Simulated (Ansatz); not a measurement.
# CH₅FOSiTe: how energies converge with the basis set

How large a basis does CH₅FOSiTe need? Two functionals are run in growing sets.

Program: Ansatz 0.2.0, Gaussian basis. Level of theory: one geometry, several basis sets. These are calculated values, not measurements.

The runs, in order: PBE0-D4/def2-SVP; ωB97M-V/def2-SVP; PBE0-D4/def2-QZVPP; ωB97M-V/def2-QZVPP; the functionals' def2-TZVPP values are taken from earlier runs.

### 1 The relaxed structure

The geometry comes from an earlier relaxation with PBE0-D4 in a triple-zeta def2 set; it is a stationary point, not always the lowest conformer. Te takes the def2 core potential; no spin-orbit term is included.

SMILES `OC[Te][SiH2]F`, 10 atoms, charge 0, spin multiplicity 1.

Atoms are counted from 1 here; the program's logs count them from 0.

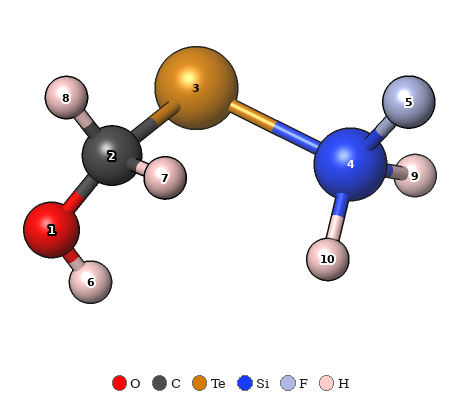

The structure; oxygen red, carbon dark grey, tellurium orange, silicon blue, fluorine light blue, hydrogen pink; atoms are numbered from 1 in the order of the file.

Coordinates:

```xyz
10
charge 0, multiplicity 1
O    -2.4062    0.0743    0.1556
C    -1.2453    0.4903    0.7810
Te    0.1421    1.5566   -0.5496
Si    1.7254   -0.3240   -0.6699
F     2.8107   -0.3135    0.5085
H    -2.1859   -0.5675   -0.5258
H    -0.6675   -0.3228    1.2282
H    -1.5180    1.2118    1.5477
H     2.4660   -0.2664   -1.9507
H     0.9617   -1.5898   -0.5219
```

### 2 PBE0-D4 in def2-SVP

Contents of in.yaml:

```yaml
crystal:
  periodic: [false, false, false]
  atoms:
    - {symbol: O, position_ang: [-2.406233, 0.074300, 0.155556]}
    - {symbol: C, position_ang: [-1.245257, 0.490315, 0.781014]}
    - {symbol: Te, position_ang: [0.142099, 1.556565, -0.549644]}
    - {symbol: Si, position_ang: [1.725366, -0.323991, -0.669873]}
    - {symbol: F, position_ang: [2.810726, -0.313468, 0.508537]}
    - {symbol: H, position_ang: [-2.185876, -0.567544, -0.525775]}
    - {symbol: H, position_ang: [-0.667528, -0.322814, 1.228182]}
    - {symbol: H, position_ang: [-1.518016, 1.211804, 1.547690]}
    - {symbol: H, position_ang: [2.466030, -0.266405, -1.950743]}
    - {symbol: H, position_ang: [0.961689, -1.589762, -0.521942]}
basis:
  gaussian: {orbitals: def2-SVP}
hamiltonian: {xc: pbe0, dispersion: d4}
output: {orbitals: {seedname: orbitals}}
```

Command:

```sh
$ ansatz run in.yaml --threads 4 --pin off --events-out ev --progress --plain --max-ram 10444MiB
```

Standard output:

```text
Functional definition: PBE0
  name "PBE0"
  cite "Adamo & Barone, J. Chem. Phys. 110, 6158 (1999) doi:10.1063/1.478522"
  cite "Perdew, Burke & Ernzerhof, Phys. Rev. Lett. 77, 3865 (1996) doi:10.1103/PhysRevLett.77.3865"
  parent pbe
  parameter a = 0.25
  parameter kappa = 0.804
  parameter beta = 0.06672455060314922
  exchange = (1 - a)*pbe_x(kappa = kappa, mu = beta*pi^2/3) + a*exact_x
  correlation = pbe_c(beta = beta)
1163 factors; integrals over basis functions are off by at most 1.2e-3 eV
mean field evaluation 1: about -21033.7395 eV, gradient 4.9e1 eV
mean field evaluation 2: about -21026.9444 eV, gradient 7.6e1 eV
mean field evaluation 4: about -21038.2776 eV, gradient 2.2e0 eV
mean field evaluation 8: about -21038.4427 eV, gradient 1.9e-1 eV
mean field evaluation 16: about -21038.4428 eV, gradient 8.0e-5 eV
mean field -21038.44282324 eV, -773.1485133854 hartree, gradient 9.0e-6 eV, S^2 0.000000; 0 other end points of the search recorded, 0 dependent functions left out
reference -21038.44284871 eV, -773.1485143212 hartree; 33, 33 occupied and 78, 78 virtual orbitals, 1163 factors
Total energy: -21038.65331505 eV, -773.1562488166 hartree
```

Wall time 1.2 s (4 threads of Arm Neoverse V2, shared host).

### 3 ωB97M-V in def2-SVP

in.yaml, as its differences from that of step 2:

```diff
@@ -15,3 +15,3 @@
   gaussian: {orbitals: def2-SVP}
-hamiltonian: {xc: pbe0, dispersion: d4}
+hamiltonian: {xc: {name: wB97M-V}}
 output: {orbitals: {seedname: orbitals}}
```

Same command.

Standard output, cut to the lines that bear on the results:

```text
Functional definition: wB97M-V
  name "wB97M-V"
  cite "Mardirossian & Head-Gordon, J. Chem. Phys. 144, 214110 (2016) doi:10.1063/1.4952647"
  cite "Becke, J. Chem. Phys. 107, 8554 (1997) doi:10.1063/1.475007"
  cite "Vydrov & Van Voorhis, J. Chem. Phys. 133, 244103 (2010) doi:10.1063/1.3521275"
  # Of w^i u^j: cxij and so on, Table III.
[...]
  gx(w, u) = 1 - cx + cx01*u + cx10*w
  gss(w, u) = css00 + css04*u^4 + css10*w + css20*w^2 + css43*w^4*u^3
  gos(w, u) = cos00 + cos10*w + (cos20 + cos21*u)*w^2 + (cos60 + cos61*u)*w^6
[...]
      + integral(e_c_pw_mod_opposite_spin*gos(b97_w_opposite, b97_u_opposite)) + vv10(b, c)
1163 factors; integrals over basis functions are off by at most 1.2e-3 eV
318 factors; integrals over basis functions are off by at most 6.6e-6 eV
[...]
mean field -21044.02746990 eV, -773.3537453646 hartree, gradient 5.2e-5 eV, S^2 0.000000; 0 other end points of the search recorded, 0 dependent functions left out
reference -21044.02751078 eV, -773.3537468670 hartree; 33, 33 occupied and 78, 78 virtual orbitals, 1163 factors
Total energy: -21044.02751078 eV, -773.3537468670 hartree
```

Run time: 6 s. Hardware: 4 threads of Arm Neoverse V2, shared host.

### 4 PBE0-D4 in def2-QZVPP

in.yaml, as its differences from that of step 3:

```diff
@@ -14,4 +14,4 @@
 basis:
-  gaussian: {orbitals: def2-SVP}
-hamiltonian: {xc: {name: wB97M-V}}
+  gaussian: {orbitals: "def2-QZVPP.json"}
+hamiltonian: {xc: pbe0, dispersion: d4}
 output: {orbitals: {seedname: orbitals}}
```

Launched as before.

Standard output:

```text
Functional definition: PBE0
  name "PBE0"
  cite "Adamo & Barone, J. Chem. Phys. 110, 6158 (1999) doi:10.1063/1.478522"
  cite "Perdew, Burke & Ernzerhof, Phys. Rev. Lett. 77, 3865 (1996) doi:10.1103/PhysRevLett.77.3865"
  parent pbe
  parameter a = 0.25
  parameter kappa = 0.804
  parameter beta = 0.06672455060314922
  exchange = (1 - a)*pbe_x(kappa = kappa, mu = beta*pi^2/3) + a*exact_x
  correlation = pbe_c(beta = beta)
1707 factors; their error is unknown
mean field evaluation 1: about -21042.6488 eV, gradient 6.1e1 eV
mean field evaluation 2: about -21028.4247 eV, gradient 1.0e2 eV
mean field evaluation 4: about -21049.5400 eV, gradient 5.5e0 eV
mean field evaluation 8: about -21049.6223 eV, gradient 3.8e-1 eV
mean field evaluation 16: about -21049.6224 eV, gradient 2.9e-5 eV
mean field -21049.62244649 eV, -773.5593569619 hartree, gradient 2.9e-5 eV, S^2 0.000000; 0 other end points of the search recorded, 0 dependent functions left out
reference -21049.62248527 eV, -773.5593583870 hartree; 33, 33 occupied and 440, 440 virtual orbitals, 1707 factors
Total energy: -21049.83295161 eV, -773.5670928824 hartree
```

Wall time 8 s (4 threads of Arm Neoverse V2, shared host); peak memory 1.8 GiB.

### 5 ωB97M-V in def2-QZVPP

in.yaml, as its differences from that of step 4:

```diff
@@ -15,3 +15,3 @@
   gaussian: {orbitals: "def2-QZVPP.json"}
-hamiltonian: {xc: pbe0, dispersion: d4}
+hamiltonian: {xc: {name: wB97M-V}}
 output: {orbitals: {seedname: orbitals}}
```

Same command.

Standard output, cut to the lines that bear on the results:

```text
Functional definition: wB97M-V
  name "wB97M-V"
  cite "Mardirossian & Head-Gordon, J. Chem. Phys. 144, 214110 (2016) doi:10.1063/1.4952647"
  cite "Becke, J. Chem. Phys. 107, 8554 (1997) doi:10.1063/1.475007"
  cite "Vydrov & Van Voorhis, J. Chem. Phys. 133, 244103 (2010) doi:10.1063/1.3521275"
  # Of w^i u^j: cxij and so on, Table III.
[...]
  gx(w, u) = 1 - cx + cx01*u + cx10*w
  gss(w, u) = css00 + css04*u^4 + css10*w + css20*w^2 + css43*w^4*u^3
  gos(w, u) = cos00 + cos10*w + (cos20 + cos21*u)*w^2 + (cos60 + cos61*u)*w^6
[...]
      + integral(e_c_pw_mod_opposite_spin*gos(b97_w_opposite, b97_u_opposite)) + vv10(b, c)
1648 factors; their error is unknown
381 factors; integrals over basis functions are off by at most 2.1e-5 eV
[...]
mean field -21055.40835253 eV, -773.7719850872 hartree, gradient 5.3e-5 eV, S^2 0.000000; 0 other end points of the search recorded, 0 dependent functions left out
reference -21055.40841451 eV, -773.7719873646 hartree; 33, 33 occupied and 440, 440 virtual orbitals, 1648 factors
Total energy: -21055.40841451 eV, -773.7719873646 hartree
```

Run time: 19 s. Hardware: 4 threads of Arm Neoverse V2, shared host; peak memory 2.2 GiB.

### 6 Functionals by basis

The def2-TZVPP values come from earlier runs at the same geometry.

```
functional       basis  functions  energy (eV)  from the largest (eV)  HOMO (eV)  LUMO (eV)
   PBE0-D4    def2-SVP        111  -21038.6533                 11.180      -6.61      -0.75
   PBE0-D4  def2-TZVPP        255  -21049.1694                  0.664      -6.70      -0.96
   PBE0-D4  def2-QZVPP        473  -21049.8330                  0.000      -6.73      -1.03
   ωB97M-V    def2-SVP        111  -21044.0275                 11.381      -8.67       1.19
   ωB97M-V  def2-TZVPP        255  -21054.7725                  0.636      -8.78       0.84
   ωB97M-V  def2-QZVPP        473  -21055.4084                  0.000      -8.81       0.70
```

### 7 Results

```
                                       quantity           value
PBE0-D4: double and triple zeta above quadruple  11.18, 0.66 eV
ωB97M-V: double and triple zeta above quadruple  11.38, 0.64 eV
```

PBE0-D4 gains 10.52 eV from double to triple zeta, then 0.66 eV more. These are total energies; as a rule much of such shifts cancels in differences, which this series doesn't test.

For PBE0-D4 the largest set took about 6 times as long as the smallest (8 s against 1.2 s).
